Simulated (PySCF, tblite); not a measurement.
# C₆H₆N radical: geometry, infrared bands and EPR parameters

Aim: predict the infrared bands and EPR parameters of C₆H₆N radical (`[CH]=C=C(C#N)CC`).

Programs: tblite 0.8.0 and PySCF 2.14.0, with density-fitted response routines of our own. Each step states its level of theory. These are calculated values for one molecule in the gas phase, unless marked as measured. Atoms are numbered from 0 throughout.

### 1 The molecule as given

13 atoms, charge 0, multiplicity 2; geometry from: force field or distance geometry start.

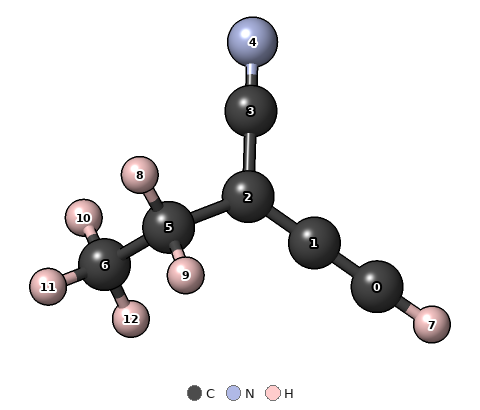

The starting geometry (carbon dark grey, nitrogen light blue, hydrogen pink), atoms numbered; sticks join atoms by distance.

### 2 Relaxing the molecule with GFN2-xTB

Job settings and geometry (Å):

```
{"job": {"kind": "relax", "xc": "GFN2-xTB", "basis": "xTB"}, "charge": 0, "multiplicity": 2}
C      2.580300    -1.069400    -0.117100
C      1.621100    -0.343700     0.052500
C      0.602600     0.420000     0.260300
C      0.804000     1.830800     0.085600
N      0.951800     2.965500    -0.026000
C     -0.772400    -0.084800     0.644400
C     -1.643300    -0.357200    -0.570500
H      3.420100    -1.695300    -0.271400
H     -1.262900     0.642400     1.296600
H     -0.673500    -1.005200     1.241200
H     -1.804700     0.545900    -1.160200
H     -2.627900    -0.732000    -0.245800
H     -1.199600    -1.116700    -1.207300
```

Run with:

```bash
OMP_NUM_THREADS=1 python probes_run.py task.json out
```

This one command runs all jobs of the session in turn.

Log:

```text
step      E/eV     max force
  0    -507.76641    5.429
  1    -507.84777    5.798
  2    -507.88569    4.982
  3    -507.99755    1.139
  4    -507.99882    1.634
  5    -508.01032    0.537
  6    -508.01381    0.252
  7    -508.01614    0.171
  8    -508.01818    0.082
  9    -508.01844    0.067
 10    -508.01883    0.075
 11    -508.01916    0.093
 12    -508.01947    0.056
 13    -508.01967    0.037
 14    -508.01992    0.066
 15    -508.02029    0.111
 16    -508.02081    0.119
 17    -508.02134    0.081
 18    -508.02181    0.061
 19    -508.02219    0.092
 20    -508.02257    0.103
 21    -508.02292    0.071
 22    -508.02315    0.043
 23    -508.02327    0.028
 24    -508.02334    0.032
 25    -508.02340    0.023
 26    -508.02346    0.023
 27    -508.02352    0.025
 28    -508.02358    0.031
 29    -508.02365    0.027
 30    -508.02372    0.026
 31    -508.02380    0.026
 32    -508.02388    0.031
 33    -508.02395    0.034
 34    -508.02401    0.022
 35    -508.02404    0.012
 36    -508.02405    0.012
 37    -508.02407    0.010
 38    -508.02408    0.010
```

It took 0.13 s on 1 thread of Arm Neoverse V2, shared host.

Along the way: (not every step is listed)

| step | energy from step 0 (eV) | largest force (eV/Å) |
| --- | --- | --- |
| 0 | 0.0000 | 5.4291 |
| 1 | -0.0814 | 5.7985 |
| 2 | -0.1193 | 4.9822 |
| 3 | -0.2311 | 1.1392 |
| 4 | -0.2324 | 1.6345 |
| 5 | -0.2439 | 0.5365 |
| 6 | -0.2474 | 0.2522 |
| 7 | -0.2497 | 0.1706 |
| 8 | -0.2518 | 0.0817 |
| 10 | -0.2524 | 0.0754 |
| 12 | -0.2531 | 0.0558 |
| 14 | -0.2535 | 0.0656 |
| 16 | -0.2544 | 0.1192 |
| 18 | -0.2554 | 0.0610 |
| 20 | -0.2562 | 0.1032 |
| 22 | -0.2567 | 0.0432 |
| 24 | -0.2569 | 0.0317 |
| 26 | -0.2570 | 0.0230 |
| 28 | -0.2572 | 0.0309 |
| 30 | -0.2573 | 0.0262 |
| 32 | -0.2575 | 0.0307 |
| 33 | -0.2575 | 0.0339 |
| 34 | -0.2576 | 0.0222 |
| 35 | -0.2576 | 0.0119 |
| 36 | -0.2576 | 0.0118 |
| 37 | -0.2577 | 0.0105 |
| 38 | -0.2577 | 0.0097 |

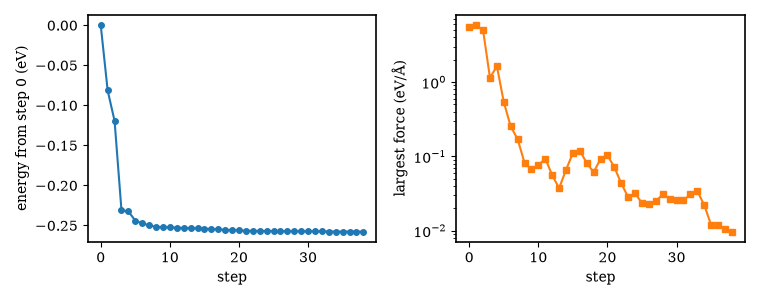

Energy and force, step by step.

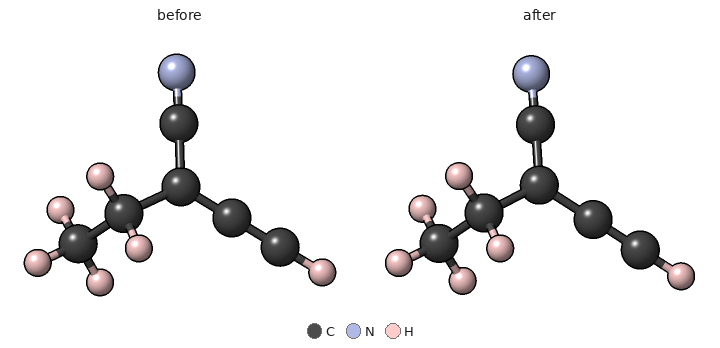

The geometry before (left) and after (right).

Distances of close pairs at the start and the end, largest changes first:

| bond | before (Å) | after (Å) | change (Å) |
| --- | --- | --- | --- |
| C1–C2 | 1.290 | 1.379 | +0.090 |
| C2–C3 | 1.436 | 1.384 | -0.052 |
| C2–C5 | 1.514 | 1.496 | -0.018 |
| C6–H11 | 1.102 | 1.087 | -0.015 |
| C5–C6 | 1.519 | 1.535 | +0.015 |
| C0–H7 | 1.059 | 1.049 | -0.010 |
| C5–H9 | 1.101 | 1.092 | -0.009 |
| C3–N4 | 1.150 | 1.155 | +0.006 |

The final coordinates are the input of the step that follows.

### 3 Infrared spectrum with GFN2-xTB

Job settings and geometry (Å):

```
{"job": {"kind": "ir", "xc": "GFN2-xTB", "basis": "xTB"}, "charge": 0, "multiplicity": 2}
C      2.582220    -1.119983    -0.129247
C      1.645821    -0.375726     0.063543
C      0.575423     0.464338     0.290302
C      0.735431     1.824462     0.088979
N      0.843062     2.964270    -0.067003
C     -0.766333    -0.071441     0.679351
C     -1.616164    -0.344718    -0.568796
H      3.393636    -1.762042    -0.302238
H     -1.281117     0.659018     1.308469
H     -0.637860    -1.000269     1.239771
H     -1.754920     0.569414    -1.141988
H     -2.591816    -0.723596    -0.274908
H     -1.131771    -1.083241    -1.203961
```

Log:

```text
mode    cm-1     km/mol
  1       8.6      0.76
  2     110.7      3.02
  3     142.7      1.50
  4     170.6      2.02
  5     241.8      0.99
  6     303.0      0.81
  7     351.4      7.22
  8     422.0      1.67
  9     514.8     19.37
 10     549.4      7.66
 11     596.6      5.09
 12     657.4     19.06
 13     728.7      1.67
 14     824.1      5.86
 15    1006.0      7.12
 16    1050.7      0.80
 17    1055.9     12.10
 18    1219.6      0.52
 19    1234.9      6.76
 20    1295.4      1.20
 21    1329.4      0.72
 22    1404.2      0.93
 23    1463.6      1.89
 24    1491.9      5.69
 25    1497.2      2.91
 26    2134.3     14.13
 27    2274.8    130.62
 28    2972.9     17.20
 29    2978.4     20.50
 30    3037.7     30.51
 31    3039.6     31.02
 32    3041.7     19.93
 33    3390.7     12.85
```

Wall time 0.22 s (1 thread of Arm Neoverse V2, shared host).

Which atoms move in the most intense modes:

| cm⁻¹ | km/mol | atoms |
| --- | --- | --- |
| 515 | 19.4 | H7 36 %, C2 28 %, C3 18 % |
| 657 | 19.1 | H7 75 %, C0 10 % |
| 2275 | 130.6 | C3 57 %, N4 36 % |
| 2973 | 17.2 | H8 87 % |
| 2978 | 20.5 | H9 88 % |
| 3038 | 30.5 | H12 70 %, H10 19 % |
| 3040 | 31.0 | H10 47 %, H11 37 % |
| 3042 | 19.9 | H11 55 %, H10 27 %, H12 16 % |

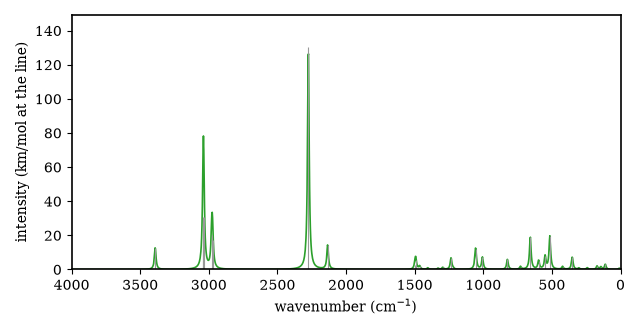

The infrared spectrum from these modes, unscaled. Lines are broadened to a width of 14 cm⁻¹ (Lorentzian).

### 4 g tensor and hyperfine couplings: B3LYP/pcH-1

Settings changed since step 3:

```diff
@@ -1,2 +1,2 @@
-{"job": {"kind": "ir", "xc": "GFN2-xTB", "basis": "xTB"}, "charge": 0, "multiplicity": 2}
+{"job": {"kind": "epr", "basis": "pcH-1"}, "charge": 0, "multiplicity": 2}
 C      2.582220    -1.119983    -0.129247
```

Method: UKS B3LYP, pcH-1 on C H N, non-relativistic, mean-field spin-orbit, GIAO.

Log:

```text
UKS, coarse grid
  cycle   1  E = -286.83544061  |g| = 3.73e-01
  cycle   2  E = -286.66607127  |g| = 7.29e-01
  cycle   3  E = -286.89304110  |g| = 1.63e-01
  cycle   4  E = -286.90469262  |g| = 5.17e-02
  cycle   5  E = -286.90577164  |g| = 2.70e-02
  cycle   6  E = -286.90612079  |g| = 1.04e-02
  cycle   7  E = -286.90620025  |g| = 3.81e-03
  cycle   8  E = -286.90622502  |g| = 1.32e-03
  cycle   9  E = -286.90622942  |g| = 7.28e-04
UKS, final grid
  cycle   1  E = -286.90619954  |g| = 9.57e-04
  cycle   2  E = -286.90619892  |g| = 1.60e-03
  cycle   3  E = -286.90620008  |g| = 4.10e-04
  cycle   4  E = -286.90620016  |g| = 1.23e-04
  cycle   5  E = -286.90620020  |g| = 1.21e-04
  cycle   6  E = -286.90620021  |g| = 2.42e-05
E = -286.90620021 Eh   <S^2> = 0.7713 (exact 0.7500)
g shifts (ppm)      1          2          3
  rmc          -168       -168       -168
  gc             -6         33         32
  oz_so          55        907       1237
  total        -119        772       1101
hyperfine (MHz)  atom isotope    a_iso     a_fc   dipolar eigenvalues
    0   13C      36.04      36.04    -36.81    -27.52     64.34
    1   13C     -58.44     -58.44    -17.98     -1.01     18.99
    2   13C      59.99      59.99    -54.98    -54.52    109.50
    3   13C     -49.92     -49.92    -15.62     -0.98     16.60
    4   14N       6.69       6.69    -13.86    -10.59     24.45
    5   13C     -22.37     -22.37     -1.61     -0.39      2.00
    6   13C      44.73      44.73     -4.00     -3.92      7.92
    7    1H     -34.41     -34.41    -16.13     -1.71     17.84
    8    1H      24.82      24.82     -3.11     -2.44      5.55
    9    1H      18.82      18.82     -2.99     -2.27      5.26
   10    1H      -2.73      -2.73     -3.44     -1.20      4.64
   11    1H      11.02      11.02     -2.30     -1.20      3.50
   12    1H      -2.97      -2.97     -3.39     -1.05      4.44
```

Wall time 35 s (1 thread of Arm Neoverse V2, shared host); peak memory 0.84 GiB.

Principal g values 2.00220, 2.00309, 2.00342; g(iso) = 2.00290, against 2.00232 for a free electron.

Mean a(iso) over the nuclei that a row names, and the largest dipolar term of the row (other rows stand at the frozen geometry):

| nuclei | isotope | a(iso) (MHz) | a(iso) (G, at g = 2.0023) | largest dipolar term (MHz) |
| --- | --- | --- | --- | --- |
| C2 | 13C | 60.0 | 21.4 | 109.5 |
| C1 | 13C | -58.4 | -20.9 | 19.0 |
| C3 | 13C | -49.9 | -17.8 | 16.6 |
| C6 | 13C | 44.7 | 16.0 | 7.9 |
| C0 | 13C | 36.0 | 12.9 | 64.3 |
| H7 | 1H | -34.4 | -12.3 | 17.8 |
| C5 | 13C | -22.4 | -8.0 | 2.0 |
| H8, H9 | 1H | 21.8 | 7.8 | 5.6 |
| N4 | 14N | 6.7 | 2.4 | 24.4 |
| H10, H11, H12 | 1H | 1.8 | 0.6 | 4.6 |

Mulliken spin populations:

C0 0.45; C1 -0.22; C2 0.65; C3 -0.16; N4 0.29; C5 -0.05; C6 0.03; H7 -0.02; H8 0.01; H9 0.01; H10 0.00; H11 0.01; H12 0.00

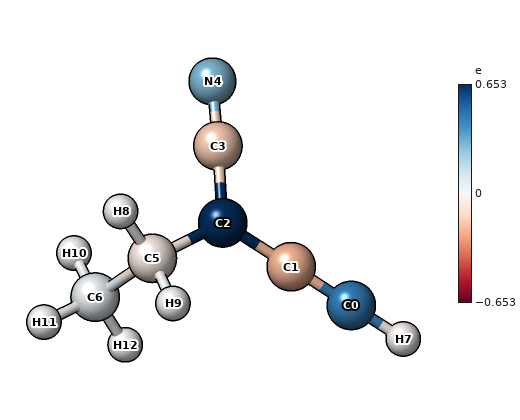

Mulliken spin populations, as colours on the atoms.

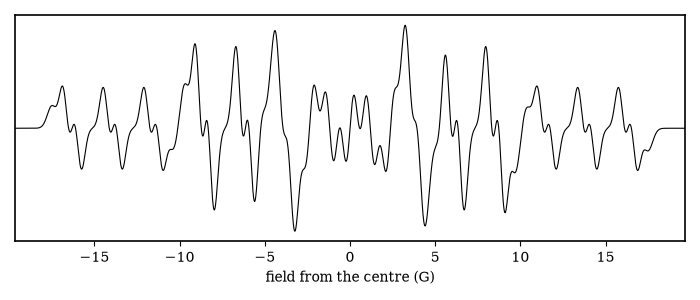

First-order isotropic spectrum (first derivative, main isotopes with spin only, couplings over 0.8 MHz, Gaussian width 0.3 G; couplings of the frozen geometry, rotation of groups not averaged beyond the rows shown).

The fields below are evaluated on a grid from the run's orbitals.

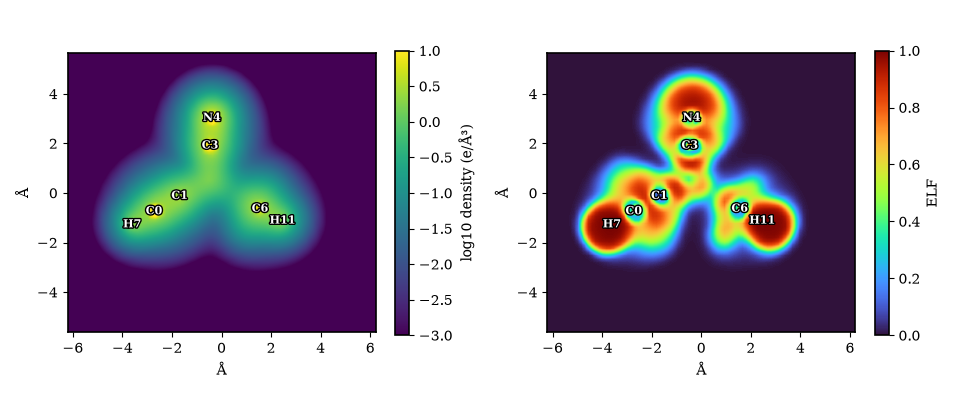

Density (left) and ELF (right) in a plane through or near 7 of the atoms.

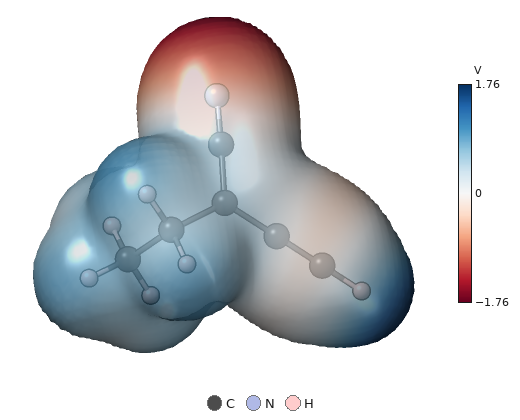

Electrostatic potential on the surface of density 0.002 e/bohr³; red is low, blue high. It runs from -1.74 V near N4 to 1.76 V near H7.

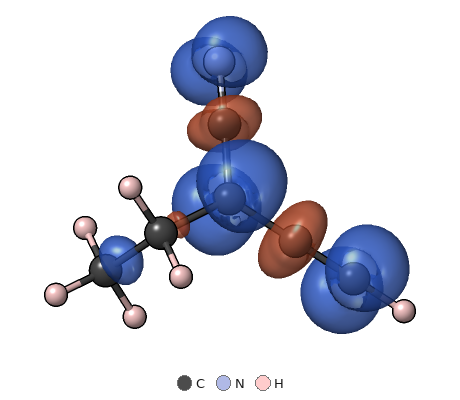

Spin density at ±0.03 e/Å³ (alpha excess blue, beta excess red).

### 5 Summary of results

| quantity | value |
| --- | --- |
| strongest single infrared mode (GFN2-xTB) | 2275 cm⁻¹, 131 km/mol |
| zero-point energy (GFN2-xTB) | 60.8 kcal/mol |
| g(iso) (B3LYP) | 2.00290 |
| ⟨S²⟩ | 0.771 (exact 0.75) |
| largest a(iso) (averaged by class) | 13C on C2, 60.0 MHz |
| potential on the surface of density 0.002 e/bohr³, 1st and 99th percentile | -1.74 V and 1.76 V |

Relaxing lowered the energy by 0.258 eV in 38 steps; the close pair that moved most is C1–C2, from 1.290 to 1.379 Å. All 33 modes are real, so the xTB geometry is a minimum. The strongest single mode, at 2275 cm⁻¹, moves mainly C3 and N4. GFN2-xTB is a fitted tight-binding method: band positions and strengths are rough. Its intensities can rank the bands wrongly. C2 carries the largest spin population, 0.65 e. The isotropic g lies 0.6 ppt above the free-electron value. These values are for one conformer; the search (at its own cheap level) found 1 more, at 0.06 kcal/mol, and measured spectra average over such forms.
